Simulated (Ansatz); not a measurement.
# Carrier doping in hypothetical P6_3/mmc HgI2

Consider HgI₂ (space group P6_3/mmc, No. 194; a = 4.166 Å, c = 14.183 Å; a hypothetical phase, not in the database extracts checked).

Carriers are added at fixed cell with a uniform background; the Fermi–Dirac width is that of 300 K.

Calculations: PBE-D3(BJ) (Ansatz, a program for electronic structure, PAW, no spin-orbit coupling).

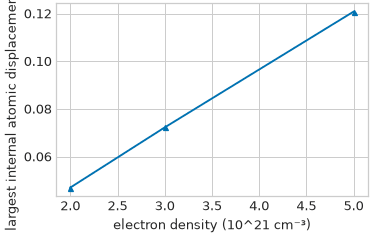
Largest internal atomic displacement against electron density

```json
[
 {"electron density (10^21 cm⁻³)": "2", "largest internal atomic displacement": "0.047 Å"},
 {"electron density (10^21 cm⁻³)": "3", "largest internal atomic displacement": "0.072 Å"},
 {"electron density (10^21 cm⁻³)": "5", "largest internal atomic displacement": "0.121 Å"}
]
```

Carriers are added with a uniform compensating background; total energy and stress of such cells depend on the potential's zero and are not compared; many-body gap narrowing is missing at this level. Whether these cells are dynamically stable was not tested. The final runs are not spin-polarised.
